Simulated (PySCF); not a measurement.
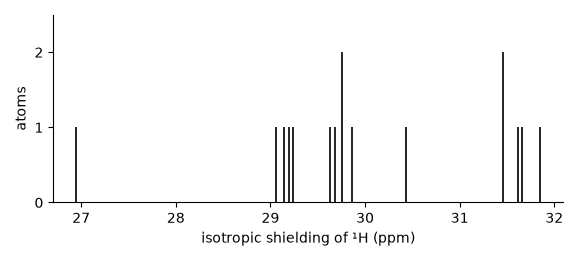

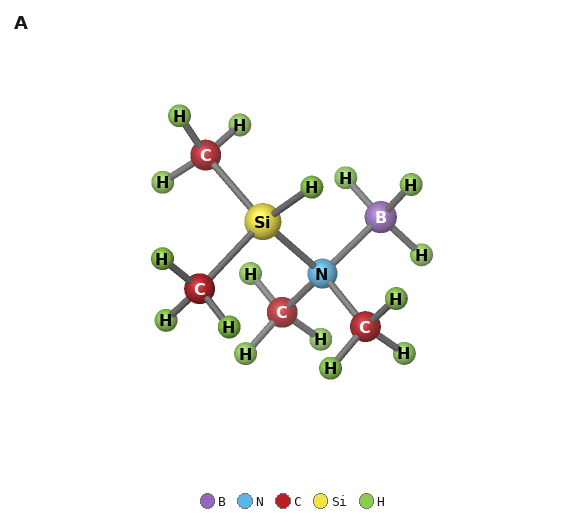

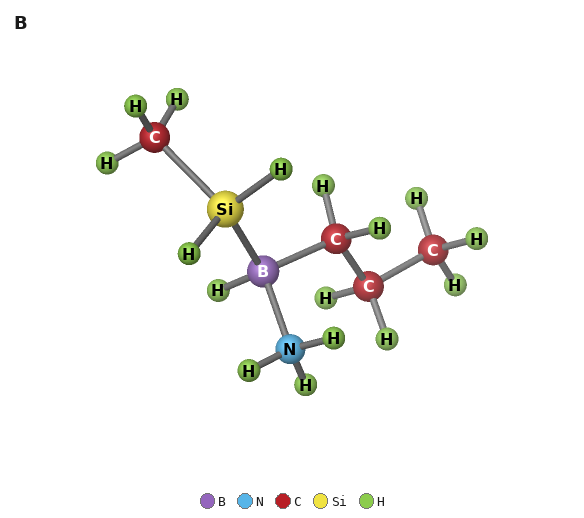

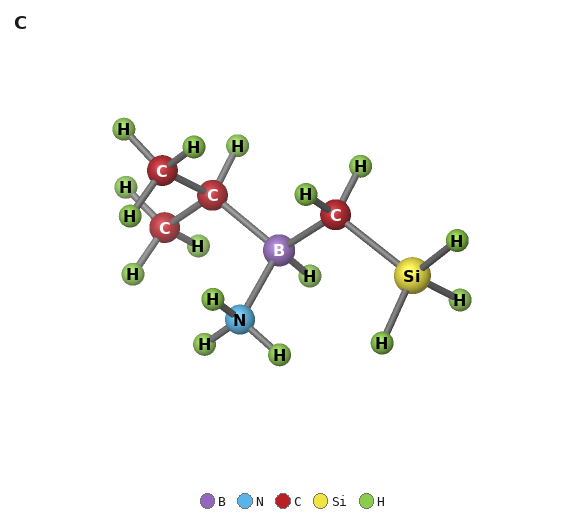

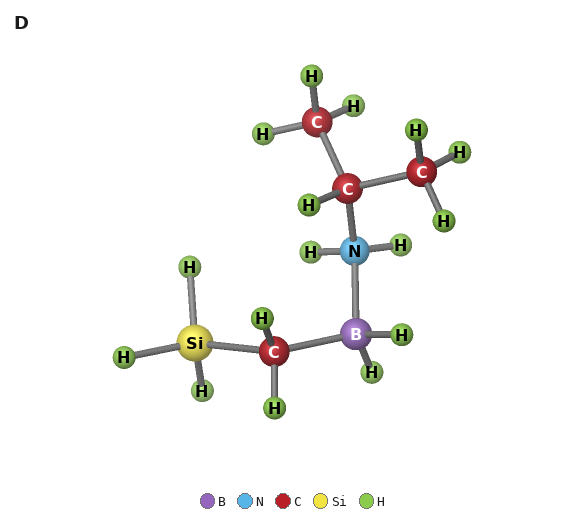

The sticks are computed shieldings of one of the molecules, for one fixed geometry (GFN2-xTB) without averaging over rotations. Low shielding means a high chemical shift. Method: GIAO PBE0/pcSseg-1 NMR shielding, non-relativistic, gas phase (PySCF 2.14.0).

> Match the spectrum to a structure.

A, `[BH3-][N+](C)(C)[SiH](C)C`. Its 16 H atoms give lines at 26.95, 29.05, 29.14, 29.19, 29.24, 29.63, 29.68, 29.75 (2 atoms), 29.86, 30.44, 31.46 (2 atoms), 31.61, 31.66, 31.85 ppm.

The geometry is semi-empirical. Around B, Si such bond lengths and angles can be off by a tenth of an ångström or more and by several degrees, and values that hang on the shape move with them.
